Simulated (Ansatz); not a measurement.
## C$_{3}$H$_{6}$AlN: geometry relaxation (part 2 of 2)

The same run, continued: C$_{3}$H$_{6}$AlN, SMILES N=[CH][Al]1[CH2][CH2]1; RKS PBE-D4/def2-SVP (Ansatz 0.2.0). The geometry: force-field start.

Geometry of the input (Å):
```
N  0.1123  2.8612  0.9445
C  0.8037  2.0825  0.2841
Al 0.2097  0.2233  -0.0669
C  -0.8641  -1.3604  0.0051
C  0.3684  -1.6439  -0.7533
H  -0.8563  2.6381  1.2989
H  1.7973  2.4168  -0.0851
H  -1.7946  -1.3263  -0.6540
H  -1.0075  -1.8721  1.0298
H  0.2435  -1.7648  -1.8075
H  1.0529  -2.3114  -0.1749
```

**Output, continued**
```
Atom 8 at    -1.087319    -1.830902     0.982809 Å, force    -0.001201    -0.000602     0.005186 eV/Å
Atom 9 at     0.290907    -1.882641    -1.806204 Å, force     0.000612    -0.003056    -0.008521 eV/Å
Atom 10 at     1.063409    -2.371157    -0.242141 Å, force     0.001229    -0.003680    -0.004330 eV/Å
Dipole moment:     0.015314    -0.114202    -0.047619 e Å
```

**Trajectory as extended XYZ (Å, eV, eV/Å), 10 of the 11 frames kept, from step=1 to step=11**
```
11
Properties=species:S:1:pos:R:3:forces:R:3 step=1 energy=-11277.24769
N     0.1123    2.8612    0.9445   -1.9990   3.5229   2.1711
C     0.8037    2.0825    0.2841    0.8956  -2.6168  -1.4759
Al    0.2097    0.2233   -0.0669    0.5339  -0.6303  -0.4683
C    -0.8641   -1.3604    0.0051   -3.2149   0.0458   1.5032
C     0.3684   -1.6439   -0.7533    2.1481   0.4849   1.1512
H    -0.8563    2.6381    1.2989    0.9033  -0.5724  -0.4977
H     1.7973    2.4168   -0.0851    0.1714   0.2339   0.0623
H    -1.7946   -1.3263   -0.6540    0.4508  -0.2404   0.9541
H    -1.0075   -1.8721    1.0298   -0.1328   0.4121  -1.3504
H     0.2435   -1.7648   -1.8075    0.1744  -0.6613  -1.2143
H     1.0529   -2.3114   -0.1749    0.0691   0.0215  -0.8353
11
Properties=species:S:1:pos:R:3:forces:R:3 step=2 energy=-11277.68876
N     0.0889    2.9589    0.9047   -0.2742   1.0518   0.9849
C     0.8064    2.0927    0.3098   -0.2710  -0.8431  -0.2777
Al    0.2297    0.2081   -0.0720    0.3419  -0.4502  -0.0403
C    -0.9090   -1.3544    0.0034   -1.3780   0.1240   0.7751
C     0.3935   -1.6445   -0.7385    0.7977   0.5874   0.0784
H    -0.7945    2.6376    1.3808    0.4998  -0.2439  -0.7384
H     1.7847    2.4379   -0.1043   -0.0916   0.1716  -0.0366
H    -1.8398   -1.3518   -0.6160    0.2446  -0.1090   0.1939
H    -1.0930   -1.8958    0.9673    0.0314   0.1301  -0.3979
H     0.2930   -1.8418   -1.8119    0.1325  -0.3196  -0.2631
H     1.1054   -2.3040   -0.2025   -0.0331  -0.0992  -0.2783
11
Properties=species:S:1:pos:R:3:forces:R:3 step=3 energy=-11277.65406 accepted=F
N     0.1849    2.9862    1.0670   -1.6605  -1.3290  -1.1035
C     0.7899    2.1163    0.2937   -0.4128   0.6203   0.6753
Al    0.2535    0.2034   -0.0664   -0.2007   0.0213  -0.2770
C    -0.9380   -1.3356    0.0326    0.0605   0.2490   0.0999
C     0.4096   -1.6171   -0.7397    0.0449   0.1345  -0.3531
H    -0.8527    2.6278    1.2267    2.0326   0.4920   0.2524
H     1.7762    2.4626   -0.1061    0.0852  -0.1094   0.2826
H    -1.8613   -1.3837   -0.5682   -0.0666   0.0627  -0.2237
H    -1.1152   -1.9133    0.9510    0.0958  -0.1477   0.2793
H     0.2994   -1.8929   -1.8164    0.0642   0.1235   0.2774
H     1.1191   -2.3110   -0.2534   -0.0427  -0.1173   0.0903
11
Properties=species:S:1:pos:R:3:forces:R:3 step=4 energy=-11277.80039
N     0.1152    2.9697    0.9714   -0.6642   0.2990   0.4743
C     0.7541    2.1088    0.2763    0.7944  -0.1363  -0.0807
Al    0.3141    0.2004   -0.1113   -0.3293  -0.0089   0.0287
C    -0.9137   -1.2965    0.0229   -0.2942   0.1413   0.1890
C     0.4191   -1.6134   -0.7458    0.0836  -0.3247  -0.0463
H    -0.7880    2.5925    1.3317    0.0518  -0.0150  -0.1355
H     1.7483    2.4959   -0.0578    0.0119  -0.1155  -0.2648
H    -1.8256   -1.3442   -0.6070    0.0136   0.0566   0.0652
H    -1.0742   -1.8833    0.9501   -0.0189   0.0667  -0.0210
H     0.2696   -1.9319   -1.7921    0.1598   0.0413  -0.1503
H     1.0464   -2.3551   -0.2177    0.1916  -0.0046  -0.0587
11
Properties=species:S:1:pos:R:3:forces:R:3 step=5 energy=-11277.84107
N     0.0986    2.9651    0.9618    0.0361   0.0742   0.0209
C     0.7924    2.1065    0.3014    0.0755  -0.1547  -0.1309
Al    0.2739    0.2058   -0.0877    0.0069  -0.0026   0.0980
C    -0.9407   -1.3003    0.0433   -0.0045   0.0078  -0.0838
C     0.4109   -1.6066   -0.7353    0.0534  -0.0744  -0.1375
H    -0.7952    2.5449    1.2806   -0.0614  -0.0028   0.0274
H     1.7780    2.4705   -0.0858   -0.0758   0.0495   0.0595
H    -1.8608   -1.3374   -0.5762    0.0623  -0.0132   0.0288
H    -1.0869   -1.8979    0.9639   -0.0311   0.0620   0.0217
H     0.3189   -1.8691   -1.8107   -0.0516   0.0169   0.1088
H     1.0763   -2.3385   -0.2347   -0.0098   0.0374  -0.0129
11
Properties=species:S:1:pos:R:3:forces:R:3 step=7 energy=-11277.84534
N     0.0908    2.9535    0.9610   -0.0067  -0.0139   0.0226
C     0.7940    2.1011    0.2988    0.0206   0.0019  -0.0136
Al    0.2912    0.2010   -0.0882    0.0094   0.0035  -0.0008
C    -0.9330   -1.2912    0.0384   -0.0025   0.0181   0.0029
C     0.4154   -1.6138   -0.7392   -0.0015  -0.0250   0.0071
H    -0.7982    2.5249    1.2879   -0.0111   0.0034  -0.0114
H     1.7698    2.4906   -0.0817   -0.0078   0.0025  -0.0052
H    -1.8479   -1.3297   -0.5843   -0.0076   0.0007  -0.0013
H    -1.0956   -1.8616    0.9733    0.0064  -0.0034   0.0004
H     0.2994   -1.8859   -1.8060    0.0014   0.0137  -0.0026
H     1.0795   -2.3458   -0.2394   -0.0006  -0.0014   0.0020
11
Properties=species:S:1:pos:R:3:forces:R:3 step=8 energy=-11277.84581
N     0.0849    2.9449    0.9617    0.0097  -0.0364  -0.0119
C     0.7972    2.1010    0.2965   -0.0195   0.0387   0.0235
Al    0.3004    0.2007   -0.0902    0.0217  -0.0053  -0.0133
C    -0.9307   -1.2839    0.0401    0.0061   0.0036   0.0021
C     0.4153   -1.6162   -0.7385   -0.0040  -0.0061   0.0279
H    -0.8030    2.5077    1.2810   -0.0011   0.0036  -0.0030
H     1.7701    2.5006   -0.0792    0.0036  -0.0024  -0.0061
H    -1.8463   -1.3204   -0.5811   -0.0176  -0.0008  -0.0052
H    -1.0931   -1.8533    0.9755    0.0003  -0.0016   0.0068
H     0.2959   -1.8848   -1.8054    0.0033   0.0050  -0.0173
H     1.0747   -2.3533   -0.2396   -0.0026   0.0016  -0.0035
11
Properties=species:S:1:pos:R:3:forces:R:3 step=9 energy=-11277.84625
N     0.0734    2.9314    0.9612    0.0204  -0.0548  -0.0294
C     0.8013    2.1011    0.2944   -0.0397   0.0637   0.0384
Al    0.3191    0.1990   -0.0961    0.0156  -0.0089  -0.0058
C    -0.9269   -1.2720    0.0425    0.0136   0.0002  -0.0111
C     0.4150   -1.6215   -0.7377   -0.0103   0.0045   0.0351
H    -0.8101    2.4792    1.2728    0.0100   0.0074  -0.0018
H     1.7696    2.5166   -0.0756    0.0058  -0.0056  -0.0028
H    -1.8452   -1.3038   -0.5752   -0.0113  -0.0050  -0.0044
H    -1.0901   -1.8367    0.9806    0.0000  -0.0006   0.0066
H     0.2926   -1.8840   -1.8057   -0.0005  -0.0043  -0.0160
H     1.0665   -2.3665   -0.2404   -0.0035   0.0034  -0.0086
11
Properties=species:S:1:pos:R:3:forces:R:3 step=10 energy=-11277.84384 accepted=F
N     0.0723    2.9218    0.9557   -0.3293   0.2852   0.2793
C     0.8032    2.1031    0.2946    0.2070  -0.3047  -0.2163
Al    0.3179    0.2019   -0.0916    0.0575  -0.0295  -0.0350
C    -0.9261   -1.2694    0.0436   -0.0441  -0.0198   0.0212
C     0.4146   -1.6179   -0.7339   -0.0052  -0.0110  -0.0993
H    -0.8114    2.4662    1.2693    0.0843   0.0511  -0.0338
H     1.7713    2.5170   -0.0765    0.0169   0.0204  -0.0031
H    -1.8446   -1.2988   -0.5753    0.0067  -0.0098   0.0111
H    -1.0905   -1.8340    0.9821   -0.0056   0.0077  -0.0055
H     0.2918   -1.8819   -1.8039    0.0026   0.0282   0.0473
H     1.0668   -2.3650   -0.2433    0.0093  -0.0177   0.0342
11
Properties=species:S:1:pos:R:3:forces:R:3 step=11 energy=-11277.84641
N     0.0702    2.9286    0.9603    0.0092  -0.0191  -0.0113
C     0.8025    2.1025    0.2949   -0.0221   0.0127   0.0140
Al    0.3245    0.1977   -0.0978    0.0147   0.0240   0.0014
C    -0.9258   -1.2694    0.0424    0.0003  -0.0004  -0.0044
C     0.4142   -1.6232   -0.7373   -0.0018  -0.0041   0.0117
H    -0.8126    2.4740    1.2695    0.0039   0.0013  -0.0013
H     1.7708    2.5207   -0.0724    0.0022  -0.0040  -0.0012
H    -1.8455   -1.3033   -0.5734   -0.0071  -0.0031  -0.0013
H    -1.0873   -1.8309    0.9828   -0.0012  -0.0006   0.0052
H     0.2909   -1.8826   -1.8062    0.0006  -0.0031  -0.0085
H     1.0634   -2.3712   -0.2421    0.0012  -0.0037  -0.0043
```

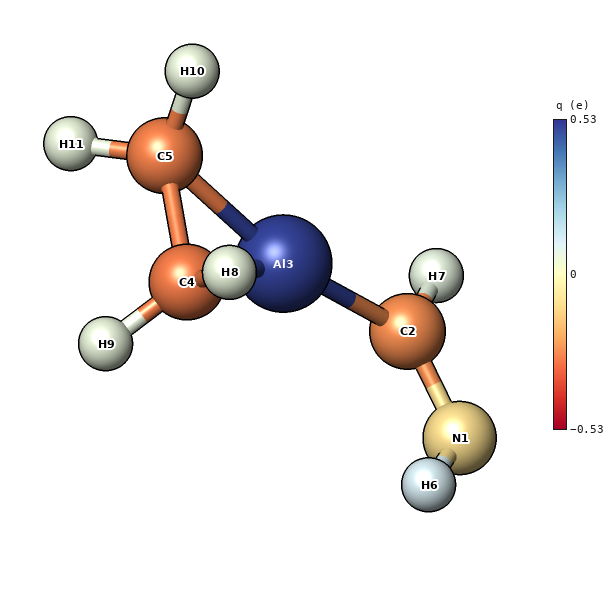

Mulliken charges, as the colour of each atom (ball-and-stick view, seen at a tilt; atoms are numbered from 1 in the order of the input). By element: N −0.10, C −0.29 to −0.26, Al +0.50 and H +0.06 to +0.12 e.

**Key numbers**

| quantity | value |
| --- | --- |
| outcome | converged |
| total energy | −11277.8465 eV |
| mean-field energy | −11277.6572 eV |
| dispersion energy | −0.1893 eV |
| SCF solution under orbital rotations | stable |
| largest force (length of the vector) at the end | 0.029 eV/Å |
| dipole moment | 0.60 D |
| wall time | 9.5 s (CPU time 32 s) |
| peak memory | 0.17 GiB |
